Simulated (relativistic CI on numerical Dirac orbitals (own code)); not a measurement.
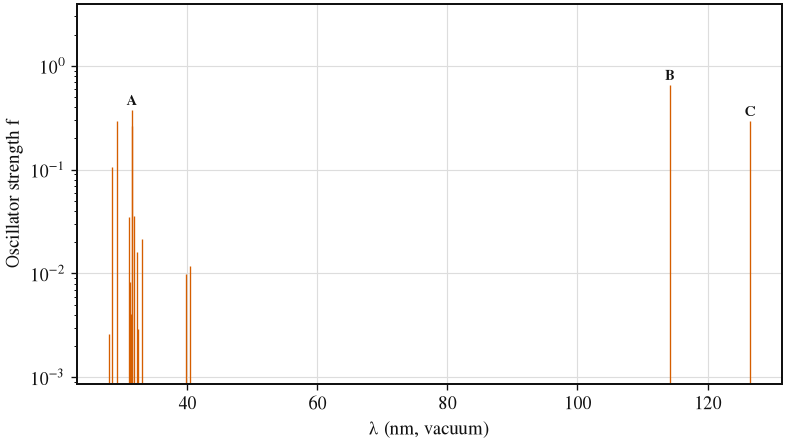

The plot shows absorption lines from the lowest level (oscillator strengths f) for Sb V (Sb⁴⁺). The calculation used Dirac CI, KLI exchange-only orbitals, Breit term, model QED, valence Slater integrals scaled by 0.85, a P86 correlation estimate for each configuration (radial Dirac CI code).

Question: Which transitions are the lettered lines?

Answer: A: 4d⁹ 5s 5p ²P°₃/₂ ← 4d¹⁰ 5s ²S₁/₂, 31.57 nm, f = 0.38; B: 4d¹⁰ 5p ²P°₃/₂ ← 4d¹⁰ 5s ²S₁/₂, 114.2 nm, f = 0.66; C: 4d¹⁰ 5p ²P°₁/₂ ← 4d¹⁰ 5s ²S₁/₂, 126.5 nm, f = 0.29. The strongest, B, lies in the extreme ultraviolet region.

Caveat: configurations can be misplaced by up to about 7 % of their energy; only a limited list of configurations is included, so lower levels can be missing; only lines among the lowest 64 of 154 levels are drawn, so those from 4d⁹ 5s 5d are incomplete.
